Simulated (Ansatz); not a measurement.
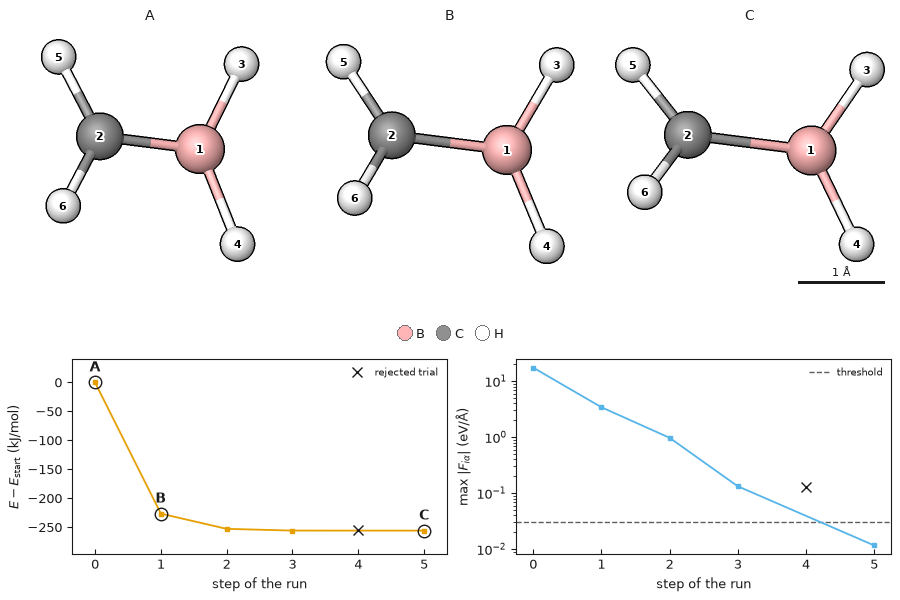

Frames of a relaxation of CH4B (multiplicity 2), marked on the history of the run. Style: ball-and-stick. Shown at a tilt.

It is one of the separated reactants of a reaction.

Theory: UKS PBE-D4/def2-SVP (Ansatz).

Input
```yaml
crystal:
  periodic: [false, false, false]
  atoms:
    - {symbol: B, position_ang: [0.017447, -0.612750, 0.038158]}
    - {symbol: C, position_ang: [-0.017456, 0.618222, -0.038297]}
    - {symbol: H, position_ang: [1.097116, -1.090867, -0.263576]}
    - {symbol: H, position_ang: [-1.034897, -1.110042, 0.399697]}
    - {symbol: H, position_ang: [0.852207, 1.095940, -0.501648]}
    - {symbol: H, position_ang: [-0.914417, 1.099496, 0.365667]}
basis:
  gaussian: {orbitals: def2-SVP}
magnetization: {spin_polarized: true, initial_magnetization: 1}
hamiltonian: {xc: pbe, dispersion: d4}
relax: {f_tol: 0.03, max_steps: 250}
```

Run as
```bash
ansatz run in.yaml --threads 2 --pin off --events-out ev --progress --plain --max-ram 4352MiB
```

### What happens along the run?

After 4 accepted moves (5 points after the start) the energy has fallen by 255.8 kJ/mol. Largest force component: 17 eV/Å at the start, 0.012 eV/Å at the end. The line search rejected the trial step at point 4 of the run. The largest moves after the best rigid fit, 0.32 Å, are those of H5 and H6. By element the largest moves are H 0.32 Å, C 0.15 Å, B 0.14 Å. Near-neighbour distances that change, for instance: B1–C2 1.234 → 1.524 Å, C2–H5 1.095 → 1.105 Å. Bond angles that change, for instance: H5–C2–H6 127.9° → 113.5°, H3–B1–H4 132.7° → 118.7°, B1–C2–H5 116.0° → 123.2°. From step 0 to 1: H atoms move most (0.19 Å), energy −226.5 kJ/mol. From step 1 to 5: H atoms move most (0.14 Å), energy −29.3 kJ/mol.

```csv
step,"E − E(0), kJ/mol","largest force component, eV/Å",note
0,0.00,17.4551,
1,-226.47,3.4267,
2,-252.76,0.9744,
3,-255.74,0.1327,
4,-255.59,0.1305,rejected
5,-255.81,0.0116,
```
